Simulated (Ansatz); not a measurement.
**CH$_{4}$AlClO (SMILES C[O][AlH][Cl]): density, localisation and related maps**

Input file:

```
crystal:
  periodic: [false, false, false]
  atoms:
    - {symbol: C, position_ang: [0.132232, 1.250623, 0.263001]}
    - {symbol: O, position_ang: [0.645290, 0.051987, -0.246044]}
    - {symbol: Al, position_ang: [0.103413, -1.519677, -0.426623]}
    - {symbol: Cl, position_ang: [-1.828977, -2.007773, 0.224422]}
    - {symbol: H, position_ang: [0.118428, 2.012381, -0.522456]}
    - {symbol: H, position_ang: [-0.886521, 1.136165, 0.649967]}
    - {symbol: H, position_ang: [0.770224, 1.612626, 1.074965]}
    - {symbol: H, position_ang: [1.038010, -2.593332, -1.072933]}
basis:
  gaussian: {orbitals: def2-TZVPP}
hamiltonian: {xc: pbe0, dispersion: d4}
output: {orbitals: {seedname: orbitals}}
```

Launched as:

```sh
ansatz run in.yaml --threads 2 --pin off --events-out ev --progress --plain --max-ram 32768MiB --backend cpu
```

Geometry: PBE0-D4/def2-TZVP.

Method: RKS PBE0-D4/def2-TZVPP (Ansatz).

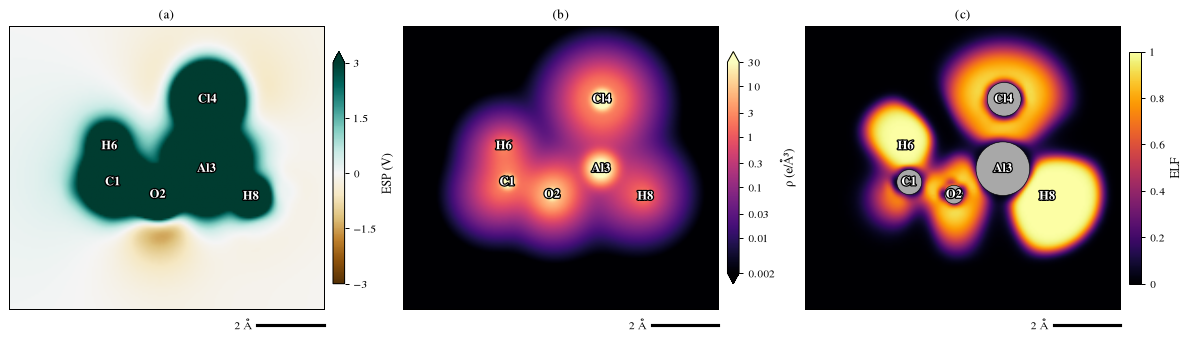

Figure 1. (a) molecular electrostatic potential; (b) total electron density; (c) ELF on the plane of atoms O2, Al3 and H8. Grey discs cover the atomic cores in the ELF map.

> What do the fields say about this system?

The section cuts through C, O, Al, Cl and H sites. C–O (1.40 Å): ρ at the midpoint is about 2.1 e/Å³, with its minimum of 1.8 e/Å³ about 0.5 Å from C; the ELF peaks at about 0.90 between the atoms (a polar covalent bond). Al–O (1.67 Å): ρ at the midpoint is about 0.93 e/Å³; the ELF peaks at about 0.85 in the valence shell of O, 0.6 Å from its nucleus, and is about 0.45 at the midpoint. Al–Cl (2.10 Å): the density is about 0.74 e/Å³ at the midpoint; the ELF peaks at about 0.85 in the valence shell of Cl, 0.9 Å from its nucleus, and is about 0.80 at the midpoint. C–H (1.10 Å): the density is about 2 e/Å³ at the midpoint; the ELF climbs to about 1 towards the hydrogen, as it does in any bond to H (an ordinary covalent bond to hydrogen). Al–H (1.56 Å): ρ at the midpoint is about 0.59 e/Å³; the ELF climbs to about 1 towards the hydrogen. The ELF also peaks beside O2 and Cl4, away from the bonds: lone-pair regions. Outside the dense part of the molecule the potential is most negative (−1.5 V) near O2.

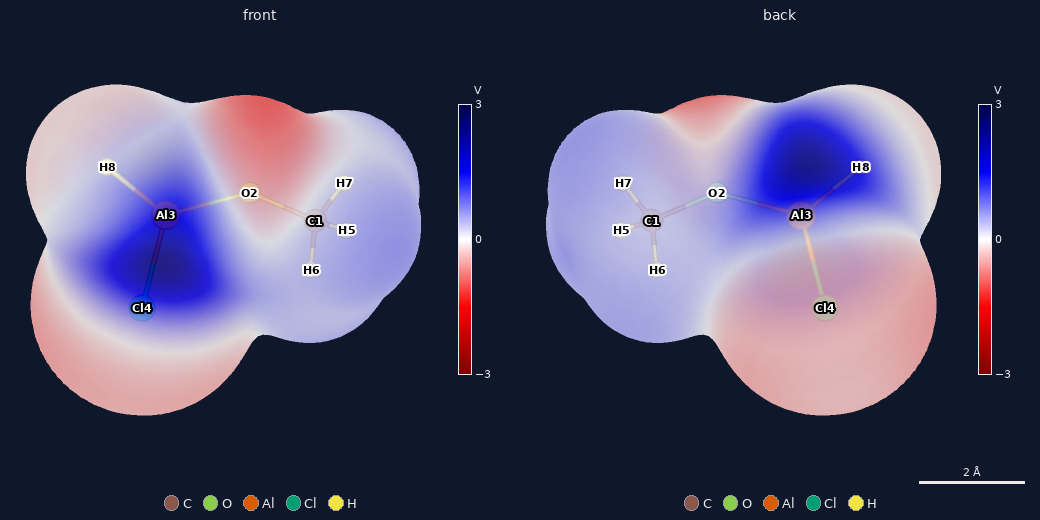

Figure 2. The molecular electrostatic potential painted on the density surface at 0.001 e/bohr³, seen from the front and from behind; red is negative and blue positive.

> Which sites attract a positive test charge, and which a negative one?

A positive charge is drawn to the negative regions and a negative charge to the positive ones. The most negative region (about −0.9 V) lies over O2, the most positive (about +2.4 V) over Al3.

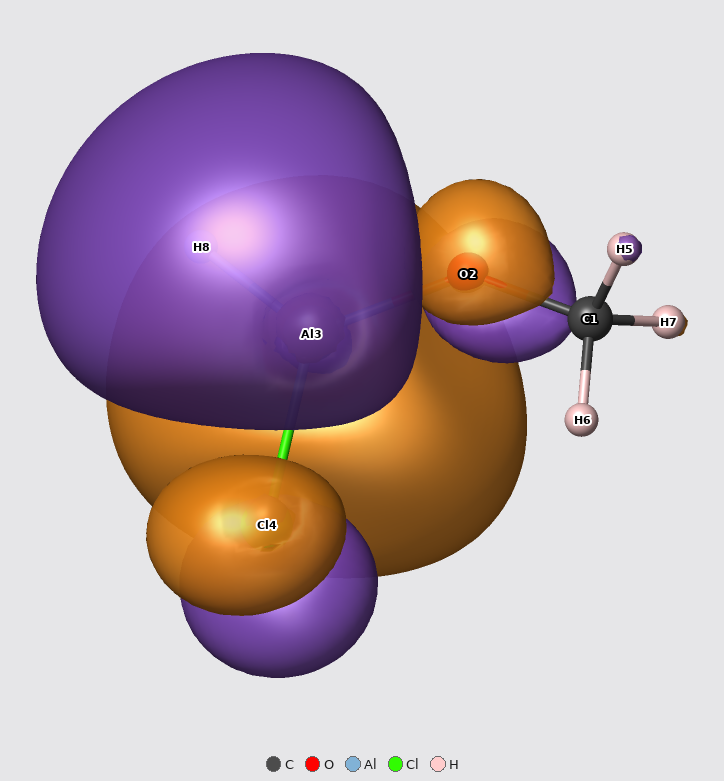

Figure 3. The LUMO at ±0.05 Å⁻³ᐟ² (orange and purple are the two phases), seen at a tilt.

> Where does this orbital lie, and at what energy?

It lies mainly on Al3 (about 75 %), Cl4 (about 10 %), H8 (about 5 %) and O2 (about 5 %). Its energy is −0.75 eV.
